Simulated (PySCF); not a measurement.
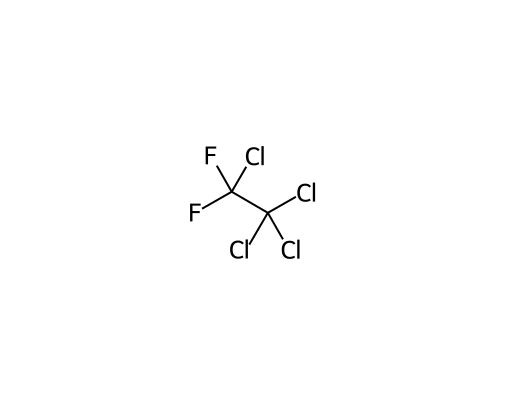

A structural formula.

**Write the SMILES.**

FC(F)(Cl)C(Cl)(Cl)Cl

**Give the formula, hydrogens included.**

C2Cl4F2.

**An optimisation with PBE0-D3(BJ)/def2-SVP gave a structure of which point group?**

Cs.

The parts below concern this one geometry. Atoms keep their numbers from picture to picture. The computed structure is the end point of a PBE0-D3(BJ)/def2-SVP optimisation. No frequency run is at hand to confirm it as a minimum.

**Shape**

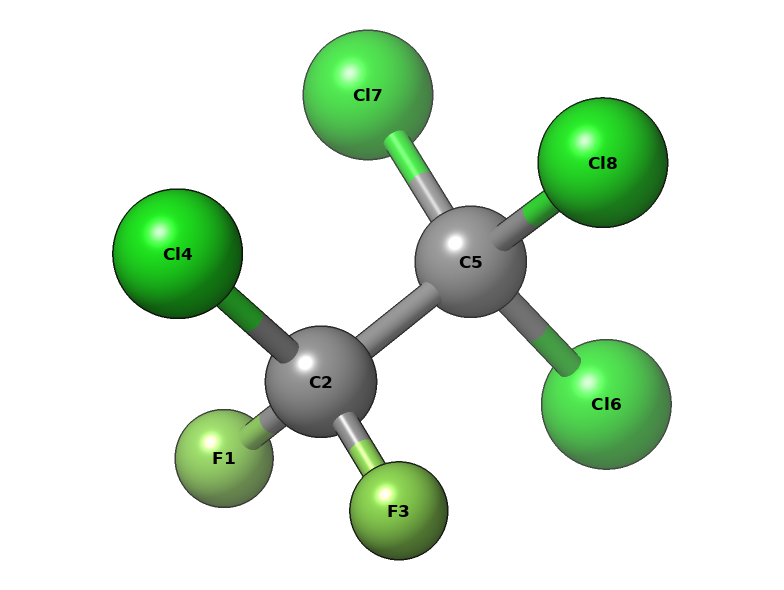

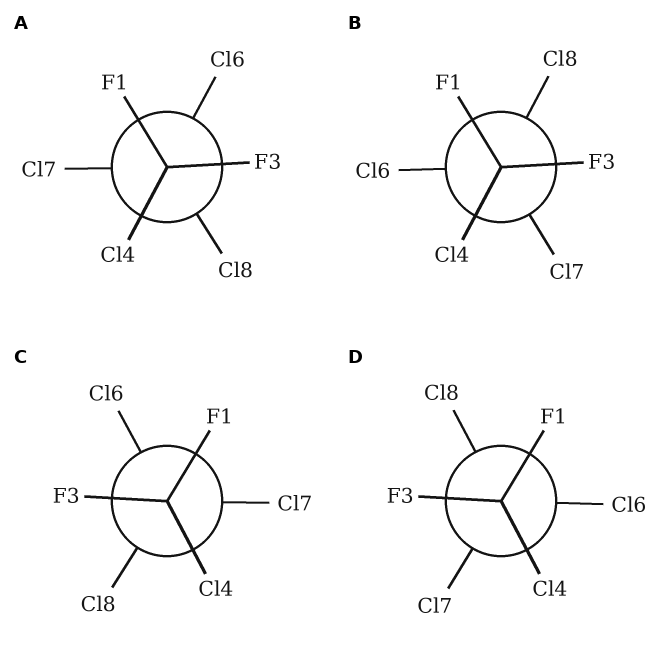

Atoms fade into the background with distance from the viewer. Bonds that would overlap in a projection are set slightly apart. No frequency run is at hand to confirm it as a minimum.

**Which Newman projection shows the view along C2–C5, with C2 in front?**

C. The torsion angle Cl4–C2–C5–Cl6 is 180°, antiperiplanar (anti).

**NMR shielding**

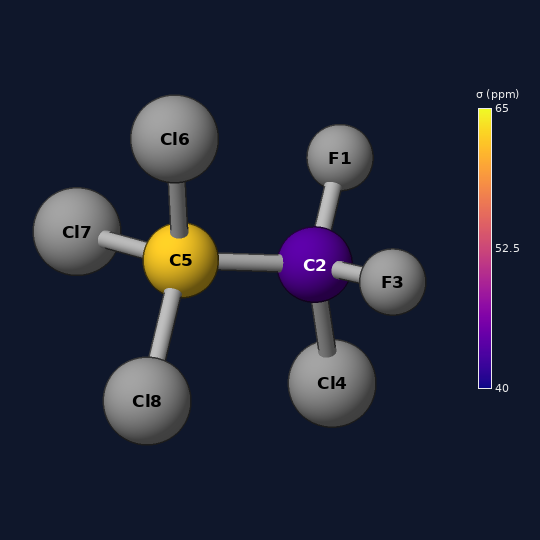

Atoms are coloured by their isotropic NMR shieldings (C only, the others grey). No frequency run is at hand to confirm it as a minimum. Properties computed with GIAO ωB97X-D/pcSseg-2 NMR shielding, non-relativistic, gas phase (PySCF 2.14.0).

List the isotropic NMR shieldings of the C atoms.

```csv
atom,σ (ppm)
C2,44.1
C5,62.3
```

**Electronic properties**

No frequency run is at hand to confirm it as a minimum. Properties computed with PBE0/pcSseg-1, gas phase (PySCF 2.14.0).

Computed properties:

- dipole moment: 0.47 D
- HOMO energy (Kohn–Sham orbital): −9.25 eV
- LUMO energy (Kohn–Sham orbital): −1.14 eV
- HOMO–LUMO gap: 8.11 eV

**Quadrupole coupling**

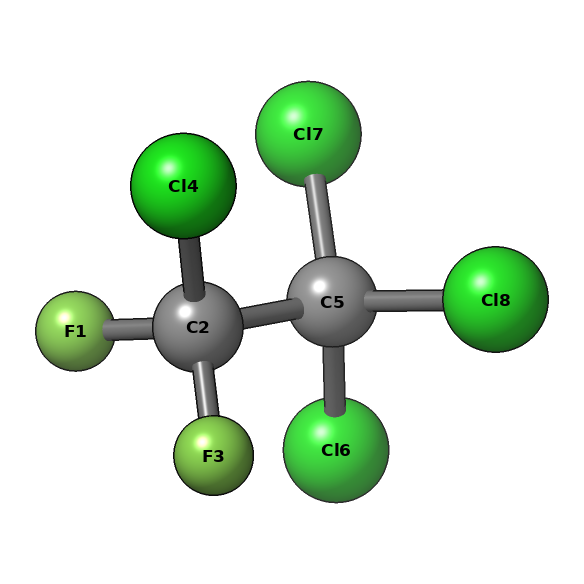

No frequency run is at hand to confirm it as a minimum. Electric field gradients from the ground-state density, PBE0/pcSseg-1 (PySCF 2.14.0), non-relativistic apart from any core potentials.

Give the largest field-gradient component, the quadrupole coupling constant and the asymmetry for 35Cl at Cl4 (Q = −81.7 mb), 35Cl at Cl6 (Q = −81.7 mb), 35Cl at Cl7 (Q = −81.7 mb).

```json
{"atom": "Cl4", "V_zz (a.u.)": "4.196", "e²qQ/h (MHz)": "−80.6", "η": "0.02"}
{"atom": "Cl6", "V_zz (a.u.)": "4.526", "e²qQ/h (MHz)": "−86.9", "η": "0.02"}
{"atom": "Cl7", "V_zz (a.u.)": "4.508", "e²qQ/h (MHz)": "−86.5", "η": "0.02"}
```
